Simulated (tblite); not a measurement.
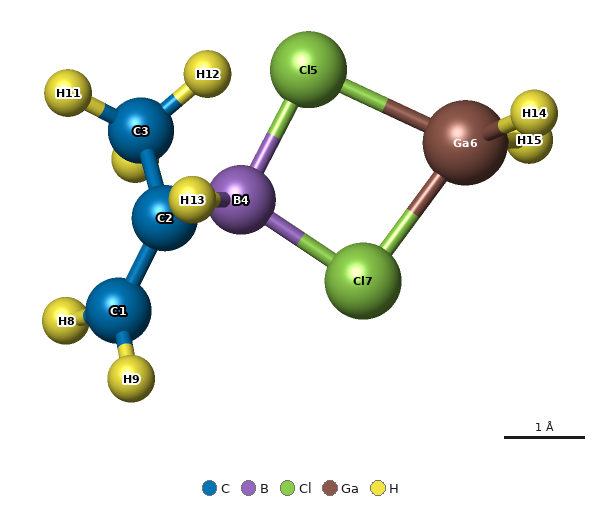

Fig. 1: The starting structure (ball-and-stick view, seen at a tilt; atoms are numbered from 1 in the order of the input). Sticks mark near contacts.

**C$_{3}$H$_{8}$BCl$_{2}$Ga: geometry relaxation (part 1 of 4)**

System: C$_{3}$H$_{8}$BCl$_{2}$Ga, SMILES C=C(C)[BH-]1[Cl+][GaH2-][Cl+]1.
Method: GFN2-xTB geometry optimisation, gas phase (tblite 0.8.0).

It belongs to a series of runs on one base structure; here: Ga replaced by B.

Output
```
step      E/eV     max force
  0    -601.65635    1.398
  1    -601.79145    0.956
  2    -601.91094    0.666
  3    -601.93487    0.731
  4    -601.95097    0.361
  5    -601.96377    0.292
  6    -601.97971    0.266
  7    -601.98691    0.219
  8    -601.99192    0.166
  9    -601.99584    0.173
 10    -602.00036    0.216
 11    -602.00455    0.227
 12    -602.00845    0.184
 13    -602.01256    0.185
 14    -602.01690    0.188
 15    -602.02044    0.157
 16    -602.02298    0.149
 17    -602.02494    0.109
 18    -602.02687    0.144
 19    -602.02890    0.108
 20    -602.03076    0.102
 21    -602.03238    0.114
 22    -602.03386    0.154
 23    -602.03520    0.135
 24    -602.03654    0.097
 25    -602.03828    0.157
 26    -602.04060    0.181
 27    -602.04315    0.184
 28    -602.04522    0.125
 29    -602.04666    0.129
 30    -602.04804    0.159
 31    -602.04958    0.133
 32    -602.05090    0.106
 33    -602.05200    0.075
 34    -602.05322    0.131
 35    -602.05489    0.174
 36    -602.05700    0.178
 37    -602.05900    0.134
 38    -602.06045    0.101
 39    -602.06161    0.136
 40    -602.06279    0.155
 41    -602.06394    0.181
 42    -602.06526    0.127
 43    -602.06699    0.100
 44    -602.06829    0.154
 45    -602.07115    0.205
 46    -602.07352    0.157
 47    -602.07521    0.109
 48    -602.07622    0.137
 49    -602.07731    0.164
 50    -602.07869    0.122
 51    -602.08074    0.087
 52    -602.08176    0.121
 53    -602.08377    0.156
 54    -602.08533    0.121
 55    -602.08638    0.090
 56    -602.08678    0.126
 57    -602.08747    0.070
 58    -602.08801    0.054
 59    -602.08850    0.037
 60    -602.08884    0.039
 61    -602.08908    0.041
 62    -602.08927    0.037
 63    -602.08947    0.032
 64    -602.08970    0.033
 65    -602.08990    0.030
 66    -602.09003    0.021
 67    -602.09012    0.016
 68    -602.09020    0.024
 69    -602.09029    0.029
 70    -602.09040    0.034
 71    -602.09049    0.026
 72    -602.09054    0.014
 73    -602.09059    0.016
 74    -602.09065    0.021
 75    -602.09072    0.030
 76    -602.09082    0.031
 77    -602.09094    0.029
 78    -602.09106    0.027
 79    -602.09118    0.030
 80    -602.09133    0.033
 81    -602.09156    0.040
 82    -602.09189    0.044
 83    -602.09233    0.059
 84    -602.09283    0.064
 85    -602.09343    0.071
 86    -602.09438    0.096
 87    -602.09592    0.111
 88    -602.09831    0.123
 89    -602.10168    0.147
 90    -602.10588    0.146
 91    -602.11032    0.167
 92    -602.10605    0.374
 93    -602.11862    0.192
 94    -602.12430    0.188
 95    -602.14208    0.156
 96    -602.14668    0.222
 97    -602.14905    0.170
 98    -602.15070    0.126
 99    -602.15216    0.098
100    -602.15354    0.077
101    -602.15497    0.072
102    -602.15603    0.069
103    -602.15708    0.077
104    -602.15800    0.074
105    -602.15918    0.093
106    -602.16060    0.079
107    -602.16180    0.085
108    -602.16254    0.065
109    -602.16306    0.058
110    -602.16379    0.061
111    -602.16487    0.081
112    -602.16626    0.089
113    -602.16765    0.085
114    -602.16912    0.107
115    -602.17075    0.119
116    -602.17281    0.128
117    -602.17559    0.132
118    -602.17907    0.146
119    -602.18313    0.151
120    -602.18739    0.175
121    -602.19076    0.320
122    -602.16720    0.948
123    -602.19394    0.116
124    -602.19488    0.098
125    -602.19840    0.151
126    -602.19949    0.110
127    -602.20103    0.072
128    -602.20145    0.066
129    -602.20192    0.070
130    -602.20241    0.073
131    -602.20293    0.059
132    -602.20333    0.043
133    -602.20369    0.046
134    -602.20398    0.038
135    -602.20414    0.033
136    -602.20425    0.020
137    -602.20437    0.023
138    -602.20450    0.022
139    -602.20462    0.022
140    -602.20475    0.028
141    -602.20489    0.034
142    -602.20502    0.031
143    -602.20515    0.031
144    -602.20528    0.025
145    -602.20543    0.033
146    -602.20559    0.034
147    -602.20581    0.040
148    -602.20605    0.040
149    -602.20623    0.035
150    -602.20632    0.052
151    -602.20655    0.039
152    -602.20681    0.045
153    -602.20726    0.054
154    -602.20761    0.060
155    -602.20799    0.043
156    -602.20825    0.047
157    -602.20842    0.062
158    -602.20869    0.026
159    -602.20882    0.020
160    -602.20901    0.026
161    -602.20909    0.023
162    -602.20917    0.019
163    -602.20921    0.015
164    -602.20926    0.013
165    -602.20928    0.011
166    -602.20929    0.007
```

Trajectory as extended XYZ (Å, eV, eV/Å), 53 of the 167 frames kept, from step=0 to step=166
```
15
Properties=species:S:1:pos:R:3:forces:R:3 step=0 energy=-601.65635
C    -2.0380   -0.9716   -0.1020   -0.1390  -0.6390   0.1610
C    -1.0812   -0.0620    0.0199   -0.5770  -0.6720  -0.6220
C    -1.3555    1.2773   -0.5815    0.7430   0.4500  -0.0310
B     0.2781   -0.3593    0.7597   -0.2250   0.5030   0.8500
Cl    1.4740    1.0286    0.4809    0.3600   1.1520   0.4640
Ga    2.9207   -0.2856   -0.4837    1.2940   0.0190  -0.4550
Cl    1.3141   -1.6738   -0.0223   -0.4530  -1.3230   0.0110
H    -2.9672   -0.7353   -0.6102    0.1690  -0.2290   0.1520
H    -1.9223   -1.9735    0.3126   -0.1750   0.3440  -0.1990
H    -1.9062    1.2061   -1.5387    0.1960   0.2030   0.7660
H    -1.8857    1.8455    0.1950   -0.0090   0.1560  -0.6100
H    -0.3592    1.7309   -0.7367   -0.9180   0.3480  -0.3480
H     0.1099   -0.4641    1.9413    0.3180  -0.3420  -0.2730
H     4.2710   -0.4499    0.3886   -0.4520   0.0260  -0.2180
H     3.1432   -0.1052   -2.0560   -0.1320   0.0060   0.3530
15
Properties=species:S:1:pos:R:3:forces:R:3 step=3 energy=-601.93487
C    -2.0475   -0.9921   -0.1018   -0.2750  -0.3360  -0.0850
C    -1.0943   -0.0890   -0.0087    0.5630   0.4430   0.1470
C    -1.3361    1.2806   -0.5765   -0.0330  -0.1090   0.0260
B     0.2640   -0.3277    0.7876    0.0870   0.0430  -0.2130
Cl    1.5016    1.0921    0.5108    0.2380  -0.0150   0.1500
Ga    2.9869   -0.2878   -0.5062   -0.2280  -0.1040   0.0800
Cl    1.2893   -1.7455   -0.0182    0.0170   0.0300   0.0980
H    -2.9669   -0.7538   -0.6050   -0.1650  -0.1830  -0.0480
H    -1.9332   -1.9755    0.3091   -0.0860  -0.1730   0.0270
H    -1.8989    1.2215   -1.4975   -0.2090   0.0740  -0.1050
H    -1.8872    1.8598    0.1582   -0.0780   0.1760  -0.0390
H    -0.3933    1.7676   -0.7650    0.0240   0.3270  -0.2190
H     0.1309   -0.4894    1.9395    0.1550  -0.1810   0.1610
H     4.2456   -0.4492    0.3771    0.0450  -0.0400   0.0670
H     3.1346   -0.1038   -2.0368   -0.0520   0.0460  -0.0460
15
Properties=species:S:1:pos:R:3:forces:R:3 step=6 energy=-601.97971
C    -2.0432   -1.0007   -0.1074    0.1210   0.0490   0.0310
C    -1.0803   -0.0834   -0.0059   -0.2530  -0.0150  -0.0800
C    -1.3353    1.2855   -0.5807   -0.0440   0.2020  -0.1200
B     0.2784   -0.3190    0.7850    0.0750  -0.0980   0.1950
Cl    1.5366    1.1028    0.5371    0.0080  -0.1260   0.0870
Ga    2.9737   -0.3020   -0.5011   -0.0620  -0.0700   0.0410
Cl    1.2869   -1.7569   -0.0058    0.0450   0.0950   0.0250
H    -2.9815   -0.7817   -0.6077    0.2290  -0.0980   0.0790
H    -1.9457   -1.9948    0.3104    0.0250   0.1890  -0.0830
H    -1.9209    1.2320   -1.4957   -0.0570  -0.0360   0.0320
H    -1.8944    1.8820    0.1429    0.0490  -0.0050  -0.0350
H    -0.4061    1.8126   -0.7976   -0.1750  -0.0300  -0.0560
H     0.1573   -0.5161    1.9480    0.1250  -0.0260  -0.1550
H     4.2449   -0.4549    0.3826   -0.0220  -0.0520  -0.0010
H     3.1252   -0.0975   -2.0373   -0.0640   0.0210   0.0380
15
Properties=species:S:1:pos:R:3:forces:R:3 step=10 energy=-602.00036
C    -2.0265   -0.9962   -0.1076   -0.0090   0.0210  -0.0120
C    -1.0822   -0.0665   -0.0081    0.1840   0.0850   0.0620
C    -1.3476    1.3015   -0.5944   -0.0390  -0.0820   0.0360
B     0.2856   -0.3224    0.7918   -0.0510   0.0800  -0.0980
Cl    1.5531    1.0884    0.5679   -0.0570   0.0010   0.0300
Ga    2.9630   -0.3198   -0.4934    0.0550   0.0190  -0.0020
Cl    1.2902   -1.7518    0.0036   -0.0380  -0.0670  -0.0540
H    -2.9620   -0.8080   -0.6053   -0.0480   0.0790  -0.1100
H    -1.9387   -1.9845    0.3051    0.1910  -0.0490   0.0880
H    -1.9481    1.2319   -1.4958   -0.0870  -0.0310  -0.0240
H    -1.8940    1.8984    0.1332   -0.0340   0.0470   0.0380
H    -0.4324    1.8345   -0.8288    0.0470  -0.0140  -0.0740
H     0.1895   -0.5379    1.9424   -0.0420  -0.0340   0.0850
H     4.2387   -0.4689    0.3840   -0.0100  -0.0650  -0.0090
H     3.1070   -0.0908   -2.0276   -0.0590   0.0100   0.0450
15
Properties=species:S:1:pos:R:3:forces:R:3 step=13 energy=-602.01256
C    -2.0091   -0.9862   -0.1064    0.0040  -0.0650  -0.0230
C    -1.0721   -0.0473   -0.0059   -0.1140  -0.0820  -0.0010
C    -1.3621    1.3074   -0.6016    0.0560   0.0740  -0.0160
B     0.2824   -0.3149    0.7920    0.1300   0.0160   0.1300
Cl    1.5505    1.0763    0.5941    0.0490   0.0700  -0.0530
Ga    2.9677   -0.3289   -0.4884   -0.1370   0.0280   0.0670
Cl    1.2863   -1.7583   -0.0016   -0.0390  -0.0260  -0.0870
H    -2.9429   -0.8122   -0.6183    0.0280   0.0340  -0.0270
H    -1.8974   -1.9722    0.3121    0.1010   0.0150   0.0370
H    -1.9793    1.2236   -1.4947   -0.0250  -0.0230   0.0910
H    -1.8958    1.9138    0.1313    0.0030   0.0010  -0.0270
H    -0.4505    1.8392   -0.8613    0.0120  -0.0020  -0.0590
H     0.2041   -0.5561    1.9442   -0.1320  -0.0040  -0.0200
H     4.2314   -0.4918    0.3821    0.0920  -0.0690   0.0510
H     3.0824   -0.0842   -2.0110   -0.0280   0.0330  -0.0620
15
Properties=species:S:1:pos:R:3:forces:R:3 step=16 energy=-602.02298
C    -1.9941   -0.9859   -0.1092    0.0780   0.0060   0.0000
C    -1.0686   -0.0362   -0.0018   -0.0040   0.0160  -0.0010
C    -1.3684    1.3156   -0.6072    0.0290  -0.0230   0.0130
B     0.2905   -0.3049    0.8024   -0.0730  -0.0390  -0.0070
Cl    1.5548    1.0770    0.6100    0.0360   0.0530  -0.0250
Ga    2.9563   -0.3330   -0.4757   -0.0190  -0.0030   0.0180
Cl    1.2761   -1.7675   -0.0178   -0.0480   0.0750  -0.0200
H    -2.9238   -0.8127   -0.6337    0.0910  -0.1000   0.0630
H    -1.8484   -1.9625    0.3239   -0.0660   0.0220  -0.0470
H    -2.0101    1.2138   -1.4816    0.0210  -0.0030   0.0700
H    -1.8962    1.9285    0.1262    0.0790   0.0000  -0.0260
H    -0.4628    1.8437   -0.8985   -0.0290  -0.0200  -0.0140
H     0.1979   -0.5727    1.9471   -0.0780   0.0300  -0.0130
H     4.2356   -0.5217    0.3860   -0.0090  -0.0440  -0.0160
H     3.0569   -0.0738   -2.0034   -0.0090   0.0310   0.0050
15
Properties=species:S:1:pos:R:3:forces:R:3 step=19 energy=-602.02890
C    -1.9746   -0.9861   -0.1111   -0.0120  -0.0150   0.0060
C    -1.0642   -0.0263    0.0014    0.1040   0.0270   0.0120
C    -1.3684    1.3183   -0.6092   -0.0130  -0.0190   0.0070
B     0.2875   -0.3033    0.8075    0.0090   0.0410  -0.0540
Cl    1.5627    1.0843    0.6172   -0.0370  -0.0120   0.0280
Ga    2.9467   -0.3359   -0.4658    0.0730   0.0130  -0.0460
Cl    1.2617   -1.7610   -0.0300   -0.0580   0.0590   0.0230
H    -2.9013   -0.8287   -0.6356   -0.0590  -0.0480  -0.0390
H    -1.8278   -1.9565    0.3253   -0.0080  -0.1030   0.0180
H    -2.0278    1.2070   -1.4651   -0.0300  -0.0120  -0.0450
H    -1.8846    1.9393    0.1211    0.0530   0.0520   0.0740
H    -0.4729    1.8447   -0.9248    0.0630  -0.0080  -0.0200
H     0.1828   -0.5785    1.9473   -0.0230   0.0380   0.0250
H     4.2362   -0.5472    0.3858   -0.0630  -0.0320  -0.0460
H     3.0397   -0.0623   -1.9972    0.0030   0.0200   0.0590
15
Properties=species:S:1:pos:R:3:forces:R:3 step=22 energy=-602.03386
C    -1.9580   -0.9887   -0.1112   -0.0510  -0.0510  -0.0010
C    -1.0557   -0.0191    0.0029   -0.1280  -0.0730  -0.0440
C    -1.3682    1.3203   -0.6105    0.0050   0.0400  -0.0250
B     0.2864   -0.2973    0.8088    0.0540   0.0450   0.0620
Cl    1.5636    1.0896    0.6252    0.0010  -0.0260   0.0350
Ga    2.9470   -0.3355   -0.4632   -0.0410   0.0150  -0.0050
Cl    1.2415   -1.7457   -0.0384    0.0270   0.0070   0.0230
H    -2.8862   -0.8489   -0.6406   -0.0160  -0.0020  -0.0250
H    -1.8115   -1.9617    0.3270    0.0320  -0.0020  -0.0020
H    -2.0444    1.1996   -1.4540   -0.0060   0.0320   0.0070
H    -1.8640    1.9535    0.1264    0.0620   0.0040   0.0190
H    -0.4741    1.8401   -0.9481    0.0100  -0.0390  -0.0150
H     0.1640   -0.5749    1.9485    0.0390   0.0490  -0.0060
H     4.2287   -0.5743    0.3790   -0.0070  -0.0340  -0.0040
H     3.0264   -0.0488   -1.9850    0.0200   0.0340  -0.0200
15
Properties=species:S:1:pos:R:3:forces:R:3 step=26 energy=-602.04060
C    -1.9560   -1.0052   -0.1143    0.0220   0.0530  -0.0390
C    -1.0662   -0.0239   -0.0018    0.1060   0.0820   0.0680
C    -1.3664    1.3223   -0.6148   -0.0050  -0.0910   0.0280
B     0.2855   -0.2784    0.8171   -0.1610  -0.0520  -0.0640
Cl    1.5660    1.0924    0.6439    0.0020   0.0550   0.0020
Ga    2.9368   -0.3299   -0.4630   -0.0110   0.0020   0.0040
Cl    1.2275   -1.7259   -0.0378    0.0480  -0.0630   0.0340
H    -2.8805   -0.8775   -0.6535   -0.0200  -0.0280  -0.0060
H    -1.7904   -1.9742    0.3275   -0.0120   0.0260  -0.0180
H    -2.0645    1.2063   -1.4406   -0.0330   0.0830   0.0280
H    -1.8190    1.9704    0.1381    0.0240  -0.0270  -0.0390
H    -0.4687    1.8209   -0.9777   -0.0060  -0.0830  -0.0190
H     0.1548   -0.5533    1.9537    0.0360   0.0130   0.0560
H     4.2162   -0.6146    0.3688   -0.0050  -0.0120   0.0010
H     3.0204   -0.0214   -1.9787    0.0140   0.0410  -0.0360
15
Properties=species:S:1:pos:R:3:forces:R:3 step=29 energy=-602.04666
C    -1.9460   -1.0142   -0.1224    0.0140   0.0200  -0.0180
C    -1.0720   -0.0201   -0.0005    0.0280   0.0050   0.0090
C    -1.3662    1.3186   -0.6188   -0.0030   0.0330  -0.0090
B     0.2677   -0.2656    0.8247    0.1040  -0.0710   0.0270
Cl    1.5686    1.1018    0.6677   -0.0470   0.0170  -0.0540
Ga    2.9237   -0.3249   -0.4605    0.0280   0.0160  -0.0220
Cl    1.2187   -1.7165   -0.0337   -0.0050  -0.0440   0.0610
H    -2.8691   -0.9121   -0.6691   -0.0040   0.0100  -0.0130
H    -1.7614   -1.9769    0.3252   -0.0400   0.0060  -0.0140
H    -2.0961    1.2236   -1.4180   -0.0610   0.0210   0.0180
H    -1.7672    1.9867    0.1428   -0.0160   0.0240   0.0110
H    -0.4696    1.7878   -1.0189    0.0420  -0.0560  -0.0390
H     0.1518   -0.5321    1.9649   -0.0220  -0.0290   0.0330
H     4.2016   -0.6640    0.3583   -0.0230   0.0200  -0.0120
H     3.0110    0.0157   -1.9747    0.0050   0.0280   0.0220
15
Properties=species:S:1:pos:R:3:forces:R:3 step=32 energy=-602.05090
C    -1.9424   -1.0163   -0.1304   -0.0120  -0.0320   0.0210
C    -1.0716   -0.0204    0.0018   -0.0680  -0.0660  -0.0480
C    -1.3641    1.3174   -0.6198    0.0250   0.0340   0.0000
B     0.2679   -0.2711    0.8312    0.0340   0.0230   0.0450
Cl    1.5608    1.1113    0.6664   -0.0150  -0.0570  -0.0600
Ga    2.9204   -0.3168   -0.4640   -0.0390   0.0070   0.0100
Cl    1.2173   -1.7197   -0.0183    0.0270   0.0120   0.0530
H    -2.8673   -0.9263   -0.6784    0.0460   0.0640  -0.0070
H    -1.7587   -1.9782    0.3198   -0.0230  -0.0060  -0.0120
H    -2.1170    1.2406   -1.4019    0.0120  -0.0410   0.0520
H    -1.7387    1.9954    0.1471    0.0450   0.0400   0.0020
H    -0.4604    1.7549   -1.0414   -0.0270   0.0170  -0.0390
H     0.1466   -0.5204    1.9773   -0.0020  -0.0410  -0.0330
H     4.1905   -0.6831    0.3504    0.0040   0.0280   0.0030
H     3.0124    0.0408   -1.9731   -0.0070   0.0180   0.0130
```
